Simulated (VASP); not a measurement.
```
CELL_PARAMETERS angstrom
      1.52177    -2.63579     0.00000
      1.52177     2.63579     0.00000
      0.00000     0.00000     6.04003
ATOMIC_POSITIONS crystal
  Cd 0.33333 0.66667 0.25000
  Cd 0.66667 0.33333 0.75000
```

Calculation: revPBE GGA, VASP's PBE PAW potentials (set 64) (plane waves; VASP). Settings: 520 eV cut-off, 15×15×7 Γ-centred mesh, tetrahedra with Blöchl corrections, potentials Cd.

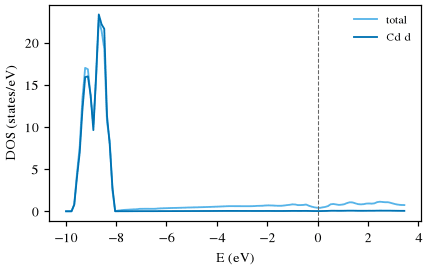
Total and projected density of states, zero at the Fermi level

Within 2 eV below the Fermi level the largest weight inside VASP's projection spheres is Cd p, then Cd s.

It has no gap at this level: it comes out as a metal or semimetal.

The compound is Cd in the hcp structure. It was relaxed first, which changed the volume by +12 %.
